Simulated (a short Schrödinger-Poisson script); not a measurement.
Structure: symmetric double-gate stack, SiO2 on p-type Si(111), at 300 K.

| layer | material | thickness (nm) | Na (cm⁻³) |
|---|---|---|---|
| 1 | SiO2 | 3.3 | - |
| 2 | Si | 10 | 1e18 |
| 3 | SiO2 | 3.3 | - |

The device is made up for the run: typed textbook-type constants, with dimensions and the other settings drawn at random. SiO2: permittivity 3.9, conduction-band edge (eV) 3.15, gap (eV) 9, electron mass (mₑ) 0.5. Si: permittivity 11.7, conduction-band edge (eV) 0, gap (eV) 1.124, Nv at 300 K (cm⁻³) 3.1e19.

Channel valleys (confinement mass, in-plane density-of-states mass, number): Δ6 0.258, 0.358, 6. At the gates, both at one voltage, the conduction-band edge of layer 1 lies 3.42 eV − eVg above the Fermi level of the channel. Gaps are held at their typed values at every temperature. Mesh 0.03 nm at interfaces.

From a short Schrödinger-Poisson script (our own, NumPy): 1D Poisson equation in equilibrium, electrons quantum, Hartree (BenDaniel-Duke, 12 states a valley, the channel's in-plane mass for all, wave functions ending at the dielectric), parabolic valleys, classical holes, full ionisation, no traps, pinning or gate leakage.

Only gate voltages with over 1e8 electrons/cm² are shown.

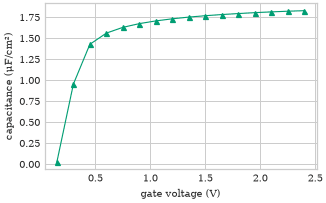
Fig. 1. Quasi-static capacitance against gate voltage

```
Vg (V)  electrons (cm⁻²)  C (μF/cm²)  Δ6 E0 (meV)  Δ6 E1 (meV)
------  ----------------  ----------  -----------  -----------
0.15              4.14e9      0.0257        228.3        269.0
0.3              3.60e11       0.952        113.0        152.2
0.45             1.53e12        1.43         76.0        110.8
0.6              2.94e12        1.56         59.8         90.0
0.75             4.43e12        1.63         49.7         76.0
0.9              5.98e12        1.67         42.5         65.5
1.05             7.56e12        1.71         36.9         57.0
1.2              9.17e12        1.73         32.2         50.0
1.35             1.08e13        1.75         28.3         44.0
1.5              1.24e13        1.77         24.8         38.8
1.65             1.41e13        1.78         21.6         34.2
1.8              1.58e13        1.79         18.7         30.0
1.95             1.75e13        1.80         16.1         26.3
2.1              1.92e13        1.81         13.6         22.8
2.25             2.09e13        1.82         11.2         19.6
2.4              2.26e13        1.83          9.0         16.7
```

Subbands count from the Fermi level. The capacitance is that of both gates.
